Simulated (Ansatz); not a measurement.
LaGaO3 (R-3c), computed twice by G0W0.

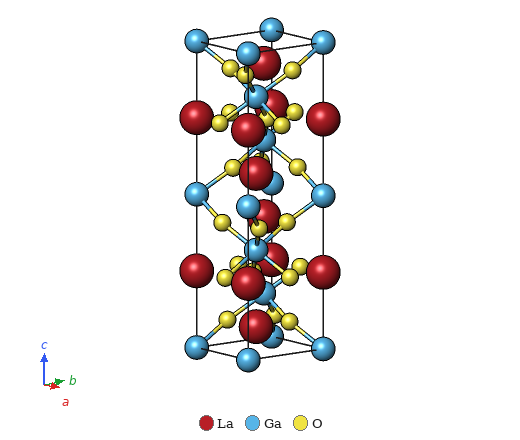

The structure (lanthanum red, gallium blue, oxygen yellow). Bonds to atoms that aren't drawn are left out. Some periodic images of atoms are drawn too.

```xyz
10
Lattice="2.7715 1.6001 4.4776 -2.7715 1.6001 4.4776 0.0000 -3.2002 4.4776" Properties=species:S:1:pos:R:3 pbc="T T T"
La    0.0000    0.0000    3.3582
La    0.0000    0.0000   10.0746
Ga    0.0000    0.0000    0.0000
Ga    0.0000    0.0000    6.7164
O     0.3038    1.6001    7.8358
O    -1.5376   -0.5370    7.8358
O     1.2338   -1.0631    7.8358
O    -0.3038   -1.6001    5.5970
O     1.5376    0.5370    5.5970
O    -1.2338    1.0631    5.5970
```

The cell and positions come from the Crystallography Open Database and are kept as given unless a step says otherwise. Spin-orbit coupling is left out unless a run names it. PAW set soft_2, made with PBE.

The first (Ansatz 0.2.0; start LDA, 4×4×4 mesh, 653 empty bands, screening to 180 eV; 1 × NVIDIA H100 80GB HBM3 (shared by 6 runs) with 3 threads of AMD EPYC 7R13 (Zen 3), shared host) gave, on its mesh: starting gap 3.50 eV, G0W0 gap 5.21 eV, RPA ε∞ (mean) 5.01, 92 s.

**Question.** The second changes start from LDA to r2SCAN. What does it give?

It gave: starting gap 4.37 eV, G0W0 gap 5.59 eV, RPA ε∞ (mean) 4.37, 91 s. The G0W0 gap moves by +0.38 eV, +0.87 eV from the start and −0.49 eV from the correction. Σc changes by −0.09 eV at the valence top and −0.03 eV at the conduction bottom, and Σx − Vxc between them by −0.55 eV.

Limits: not at the basis limit; f levels unsure; no spin-orbit coupling.

[Paths, hosts, dates, memory and timing lines, banners, echoed tables and standing remarks are left out of the program output.]

[Logs are printed without paths, hosts, clocks, repeated set-up lines and the standing remarks that a program may print on its own settings, such as how far it seeks lower states.]

[Runs of the session that timed out or met a known fault of the program may be left out.]

[Cells called generated may have been cut or substituted from an entry of the Crystallography Open Database or the Materials Project.]

[Hosts, paths, dates, database ids (printed as entryN), source tags and the programs' standing remarks are cut or masked in the printed files.]
